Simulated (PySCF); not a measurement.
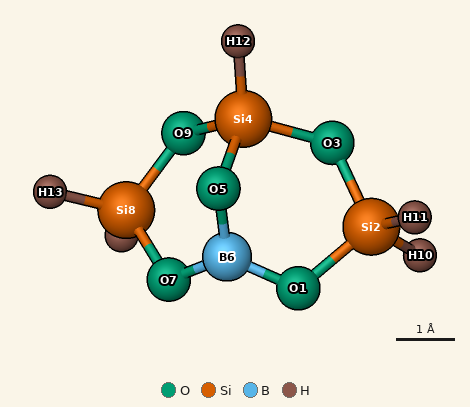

The input geometry (ball-and-stick view, seen at a tilt; atoms are numbered from 1 in the order of the input). Bond lengths as drawn: B–O 1.37 to 1.40 Å, H–Si 1.47 to 1.48 Å and O–Si 1.66 to 1.68 Å.

# Run report: BSi$_{3}$H$_{5}$O$_{5}$, NMR shielding calculation

System: BSi$_{3}$H$_{5}$O$_{5}$.
Method: GIAO PBE0/pcSseg-1 NMR shielding, non-relativistic, gas phase (PySCF 2.14.0).

The geometry comes from this level: PBE0-D3(BJ)/def2-SVP. Figures and captions count atoms from 1; the log counts them from 0 in places.

Input:
```
{"job": {"kind": "nmr", "xc": "PBE0", "basis": "pcSseg-1"}, "charge": 0, "multiplicity": 1}
O     -1.552057    -1.124241     0.180322
Si    -0.611348    -2.061915    -0.856484
O      0.841597    -1.241078    -1.056598
Si     1.425728    -0.171221     0.071220
O      0.378768    -0.406870     1.360087
B     -0.897185    -0.136454     0.862283
O     -1.310503     1.166213     0.808414
Si    -0.154884     2.286854     0.311499
O      1.111901     1.403351    -0.353084
H     -1.302946    -2.150694    -2.163156
H     -0.359217    -3.398036    -0.260578
H      2.842537    -0.399247     0.379984
H      0.333384     3.076189     1.470052
H     -0.752293     3.142541    -0.739565
```

The first line tells a small driver script what to run in PySCF; the rest is the geometry in Å.

Machine: 1 CPU thread, shared host.

Launch command:
```bash
OMP_NUM_THREADS=1 python <driver script> task.json out
```

What the program printed:
```
coarse grid: 14488 points
cycle   1  E = -1271.5842583491  dE =  1.691e+00  |g| = 1.422e+00  |ddm| = 3.784e+00
cycle   2  E = -1271.1771948342  dE =  4.071e-01  |g| = 2.063e+00  |ddm| = 2.184e+00
cycle   3  E = -1271.9304615010  dE = -7.533e-01  |g| = 1.102e-01  |ddm| = 1.429e+00
cycle   4  E = -1271.9315215953  dE = -1.060e-03  |g| = 8.482e-02  |ddm| = 1.252e-01
cycle   5  E = -1271.9327426292  dE = -1.221e-03  |g| = 1.024e-02  |ddm| = 5.007e-02
cycle   6  E = -1271.9327614423  dE = -1.881e-05  |g| = 1.284e-03  |ddm| = 1.039e-02
cycle   7  E = -1271.9327617521  dE = -3.098e-07  |g| = 5.657e-04  |ddm| = 1.481e-03
final grid: 129888 points
cycle   8  E = -1272.0309551322  dE = -1.724e-05  |g| = 1.192e-02  |ddm| = 1.758e-02
cycle   9  E = -1272.0309299375  dE =  2.519e-05  |g| = 1.701e-02  |ddm| = 1.604e-02
cycle  10  E = -1272.0309775972  dE = -4.766e-05  |g| = 8.771e-04  |ddm| = 9.935e-03
cycle  11  E = -1272.0309777184  dE = -1.212e-07  |g| = 2.820e-04  |ddm| = 6.499e-04
cycle  12  E = -1272.0309777319  dE = -1.352e-08  |g| = 2.895e-05  |ddm| = 1.751e-04
cycle  13  E = -1272.0309777320  dE = -1.069e-10  |g| = 1.533e-05  |ddm| = 2.900e-05
```

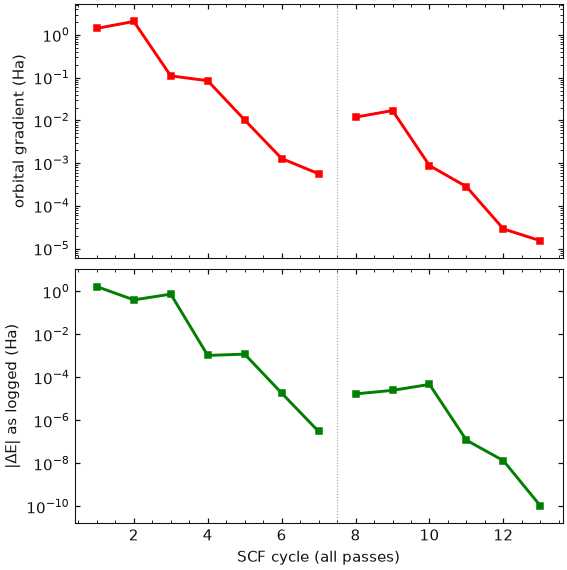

Convergence of the self-consistent field: orbital gradient and size of the energy change against the SCF cycle. The dotted line marks the change from a coarse to the final integration grid. The first 7 cycles use a coarse grid, the final grid takes over at cycle 8, and the field converges after 13 cycles in all.

```
converged SCF energy = -1272.0309777320

GIAO shielding tensors (ppm)
atom      isotropic    diamagn.    paramagn.     s11        s22        s33       span
  0 O      188.115     399.655    -211.540     84.733    192.812    286.801    202.068
  1 Si     371.884     880.078    -508.195    349.715    378.110    387.826     38.111
  2 O      221.611     402.161    -180.550    185.305    204.788    274.740     89.434
  3 Si     399.805     883.172    -483.367    383.192    386.856    429.366     46.174
  4 O      154.710     401.413    -246.703    103.367    127.272    233.491    130.124
  5 B       81.378     204.264    -122.886     70.238     86.638     87.259     17.022
  6 O      188.606     399.636    -211.030     85.288    193.305    287.226    201.939
  7 Si     371.821     880.074    -508.254    349.659    378.096    387.708     38.049
  8 O      221.463     402.206    -180.743    185.213    204.636    274.541     89.329
  9 H       26.181      28.667      -2.486     22.989     23.404     32.150      9.161
 10 H       25.939      28.223      -2.284     22.875     23.273     31.668      8.793
 11 H       26.441      28.577      -2.136     22.323     23.502     33.497     11.174
 12 H       25.940      28.226      -2.286     22.872     23.276     31.671      8.799
 13 H       26.178      28.670      -2.493     22.990     23.399     32.144      9.154
```

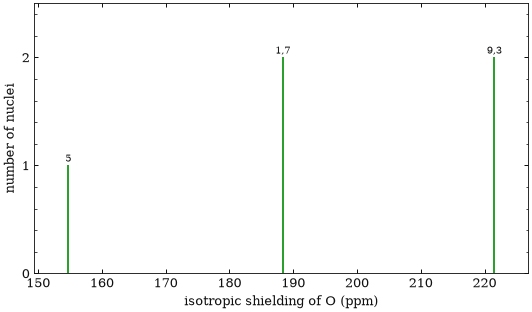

Isotropic shieldings of the oxygen nuclei in this fixed geometry, labelled by atom number; shielding grows to the right, so chemical shift grows to the left. The least shielded is O5 (154.7 ppm), the most shielded O3 (221.6 ppm).

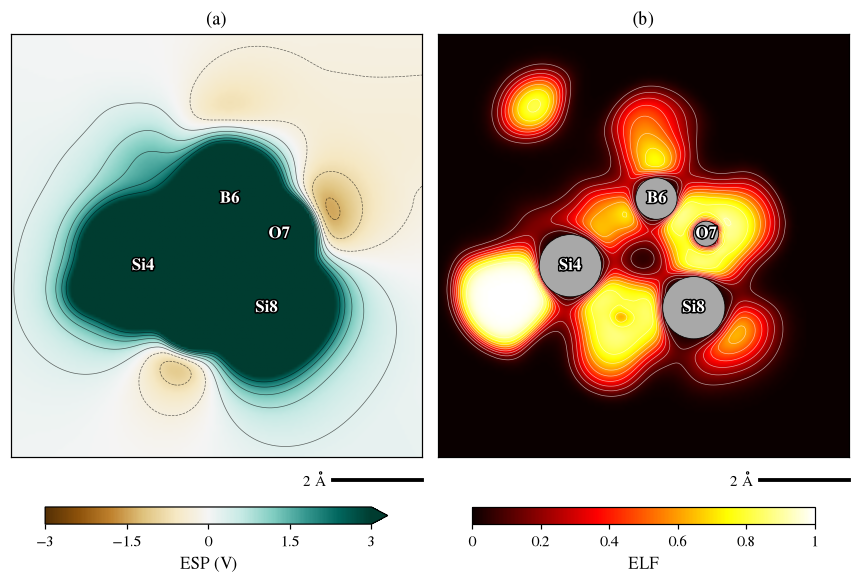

(a) electrostatic potential; (b) electron localisation function on the plane of atoms B6, O7 and Si8. Grey discs, where drawn, cover atomic cores. Atoms in the plane: Si, B and O. Si–O (1.68 Å): the ELF peaks at about 0.85 between the atoms, which marks a polar covalent bond.

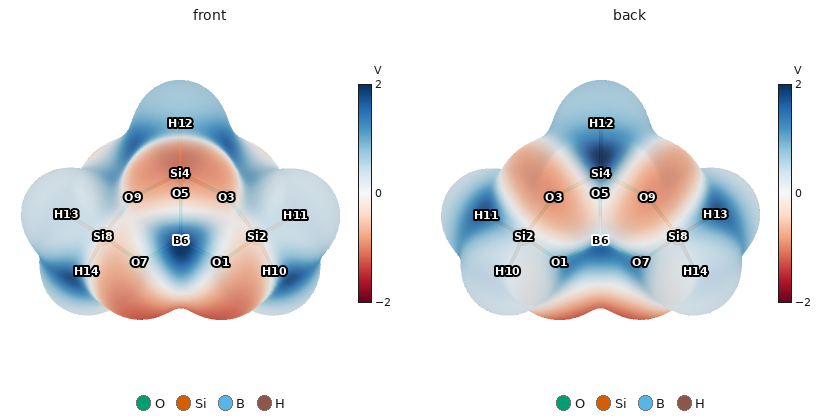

The electrostatic potential painted on the density surface at 0.002 e/bohr³, seen face on and from behind; the colour scale runs from red (negative) to blue (positive). A positive charge is drawn to the negative regions and a negative charge to the positive ones.

Summary:

```tsv
quantity	value
outcome	converged
total energy	−1272.030978 hartree
HOMO	−8.66 eV
LUMO	0.02 eV
dipole moment	1.03 D
isotropic shielding, O	154.7 to 221.6 ppm
isotropic shielding, Si	371.8 to 399.8 ppm
isotropic shielding, B	81.4 ppm
isotropic shielding, H	25.9 to 26.4 ppm
wall time	33 s
peak memory	0.97 GiB
```
